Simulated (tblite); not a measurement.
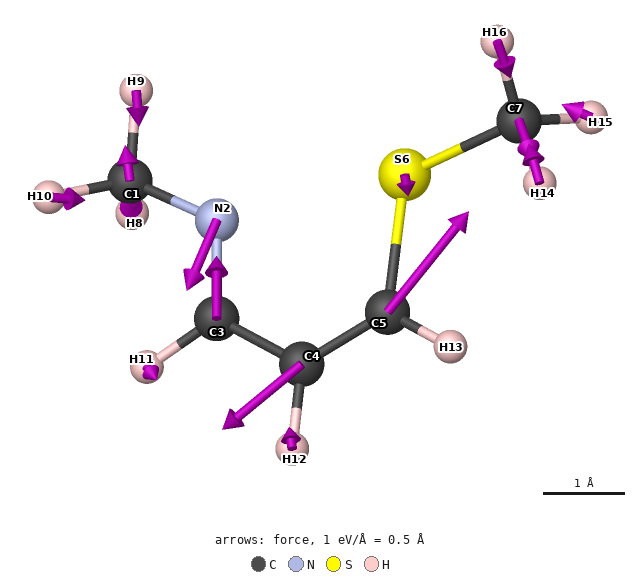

Starting geometry of C₅H₉NS (charge +1, multiplicity 2) with the computed forces as purple arrows. Style: ball-and-stick. Shown from a free direction.

Level of theory: GFN2-xTB geometry optimisation, gas phase in tblite. 

Is this structure relaxed? If not, where do the atoms go?

Answer. It isn't relaxed: the largest force vector, on C5, is 3.24 eV/Å. The final displacements have little in common with the starting forces (cosine between the two patterns 0.18). The energy falls by 69.6 kJ/mol in 123 geometry steps. The atom that moves furthest after the best rigid fit is H8 (1.33 Å). Largest moves by element: H 1.33 Å, S 0.55 Å, C 0.46 Å, N 0.27 Å. Near-neighbour distances that change, for instance: N2–S6 2.663 → 2.270 Å, C5–S6 1.791 → 1.731 Å, C7–H14 1.125 → 1.085 Å, C4–C5 1.310 → 1.347 Å. Among the angles between lasting bonds that change: C1–N2–C3 120.9° → 131.3°, C5–S6–C7 107.5° → 99.4°, C3–C4–C5 124.9° → 117.2°. Groups turn about C1–N2 by about 55°, S6–C7 by about 35°, C5–S6 by about 20°. The run took 0.76 s on 1 thread of Arm Neoverse V1, with other jobs on the host.
